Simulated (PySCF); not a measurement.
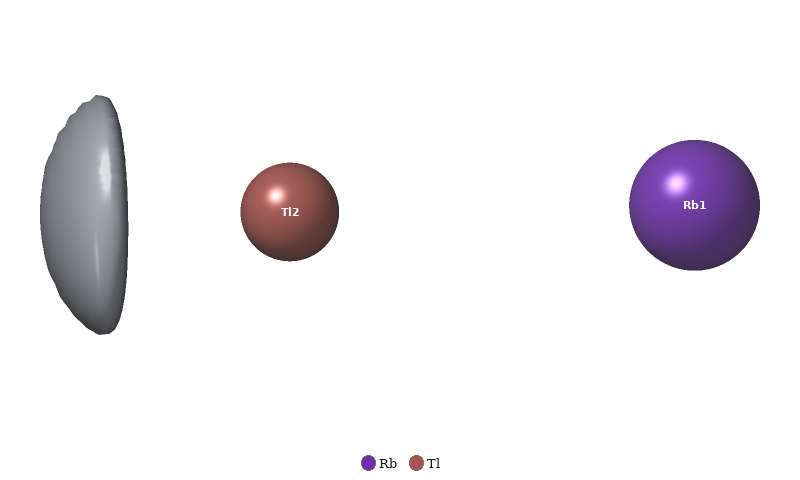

The picture shows: RbTl. Isosurface of the ELF at 0.75 (grey), seen from one side. Core shells and regions of very low density are left out.

Core potentials replace the inner electrons of Rb and Tl.

These are results of PySCF 2.14.0, PBE0/def2-SVPD, non-relativistic Hamiltonian with scalar-relativistic core potentials where named, at a bond length of 3.942 Å, not measurements.

### What do the ELF domains correspond to?

The surface consists of one lobe on Tl, pointing away from the bonds (lone pairs).

Values along the shortest contacts:
Rb–Tl (3.94 Å): the ELF peaks at about 0.70 in the valence shell of Tl, 1.8 Å from its nucleus, and is about 0.50 at the midpoint.
